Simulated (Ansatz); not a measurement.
Single-point calculation of SiH₅O₃F

SiH₅O₃F, computed with RKS PBE0-D4/def2-TZVPP (Ansatz 0.2.0).

The geometry is the product side of a reaction. The reaction was set up to form Si1–F7 and H2–H6 and to break Si1–H2 and H6–F7 (atoms counted from 1 in the order of the input); sticks are drawn by distance alone. The geometry comes from this level: PBE0-D4/def2-TZVP.

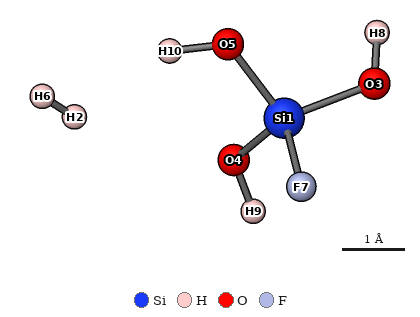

Figure 1. The structure as given in the input (ball-and-stick view, seen at a tilt; atoms are numbered from 1 in the order of the input). Bond lengths as drawn: F–Si 1.58 Å, H–H 0.75 Å, H–O 0.96 Å and O–Si 1.62 to 1.63 Å.

The input:
```yaml
crystal:
  periodic: [false, false, false]
  atoms:
    - {symbol: Si, position_ang: [0.251061, -0.332433, 0.771296]}
    - {symbol: H, position_ang: [-0.701495, 1.594250, -1.969426]}
    - {symbol: O, position_ang: [0.460921, -1.810310, 1.399697]}
    - {symbol: O, position_ang: [-1.240328, -0.029802, 0.187998]}
    - {symbol: O, position_ang: [1.291203, -0.104462, -0.448229]}
    - {symbol: H, position_ang: [-0.240146, 1.966143, -2.426487]}
    - {symbol: F, position_ang: [0.515117, 0.648785, 1.986849]}
    - {symbol: H, position_ang: [0.568357, -2.538749, 0.787361]}
    - {symbol: H, position_ang: [-1.961748, 0.049977, 0.813415]}
    - {symbol: H, position_ang: [1.056955, 0.556702, -1.102374]}
basis:
  gaussian: {orbitals: def2-TZVPP}
hamiltonian: {xc: pbe0, dispersion: d4}
output: {orbitals: {seedname: orbitals}}
```

Run as:
```bash
ansatz run in.yaml --threads 4 --pin off --events-out ev --progress --plain --max-ram 9574MiB
```

Output:
```
Functional definition: PBE0
  name "PBE0"
  cite "Adamo & Barone, J. Chem. Phys. 110, 6158 (1999) doi:10.1063/1.478522"
  cite "Perdew, Burke & Ernzerhof, Phys. Rev. Lett. 77, 3865 (1996) doi:10.1103/PhysRevLett.77.3865"
  parent pbe
  parameter a = 0.25
  parameter kappa = 0.804
  parameter beta = 0.06672455060314922
  exchange = (1 - a)*pbe_x(kappa = kappa, mu = beta*pi^2/3) + a*exact_x
  correlation = pbe_c(beta = beta)
1195 factors; their error is unknown
mean field evaluation 1: about -16803.4327 eV, gradient 8.7e1 eV
mean field evaluation 2: about -16791.9044 eV, gradient 1.2e2 eV
mean field evaluation 4: about -16814.6117 eV, gradient 4.3e0 eV
mean field evaluation 8: about -16814.6325 eV, gradient 2.4e-2 eV
mean field evaluation 16: about -16814.6751 eV, gradient 4.9e-5 eV
mean field -16814.67511588 eV, -617.9279131123 hartree, gradient 4.9e-5 eV, S^2 0.000000; 0 other end points of the search recorded, 0 dependent functions left out
reference -16814.67514584 eV, -617.9279142134 hartree; 26, 26 occupied and 210, 210 virtual orbitals, 1195 factors
Total energy: -16814.82298835 eV, -617.9333473255 hartree
```

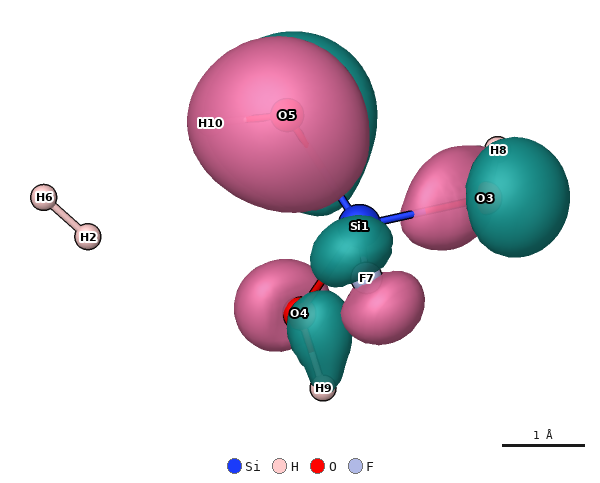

Figure 2. The HOMO−1 at ±0.1 Å⁻³ᐟ² (teal and pink are the two phases), seen face on. Its energy is −9.82 eV.

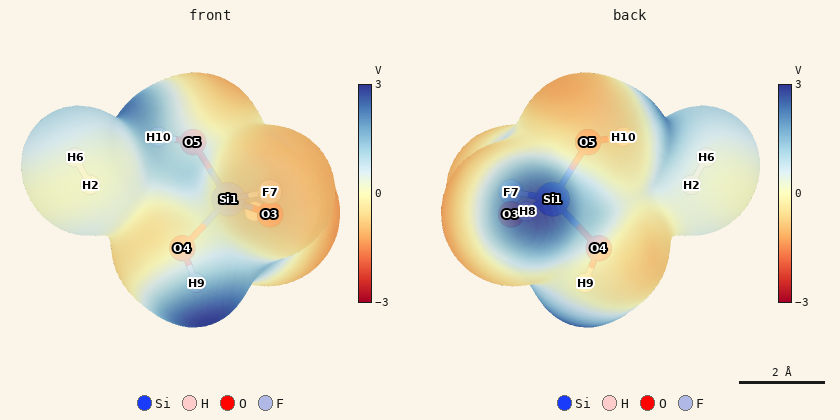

Figure 3. The electrostatic potential painted on the density surface at 0.002 e/bohr³, seen at a tilt and from behind; red is negative and blue positive.

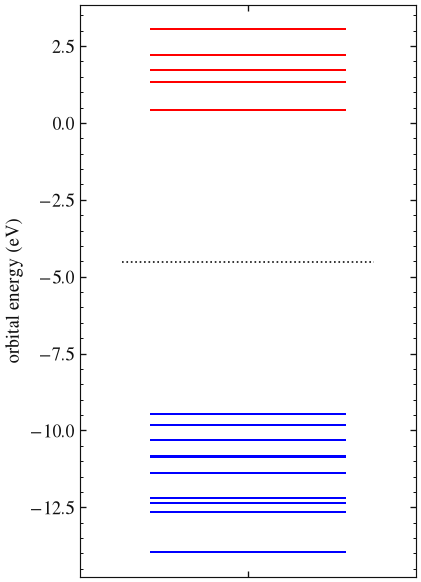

Figure 4. Orbital energies near the frontier; the dotted line parts filled from empty levels, and levels within 0.02 eV of each other stand side by side. Highest filled −9.48 eV, lowest empty 0.42 eV, 9.90 eV apart.

Summary:

- outcome: converged
- total energy: −16814.8230 eV
- mean-field energy: −16814.6751 eV
- dispersion energy: −0.1478 eV
- SCF solution under orbital rotations: stable
- HOMO: −9.48 eV
- LUMO: 0.42 eV
- hardware: 4 threads of Arm Neoverse V2, 23 GiB of memory available, shared host
- wall time: 1.9 s (CPU time 6.8 s)
- peak memory: 0.51 GiB
